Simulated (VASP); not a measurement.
Band structure of NaH (rock salt). These are PBEsol GGA, VASP's PBE PAW potentials (set 64) (plane waves; VASP) values and carry that method's errors.

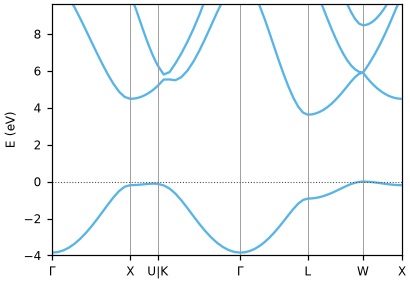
Figure: Bands along high-symmetry lines, zero at the valence-band maximum or, without a gap, the Fermi level

### Question
Read the plot: is there a gap, and where are the band edges?

### Answer
The gap is indirect, 3.63 eV, from the valence maximum at W to the conduction minimum at L. (Edges off the drawn lines would not show.)

The compound is NaH in the rock salt structure. It was relaxed first, which changed the volume by -7 %.
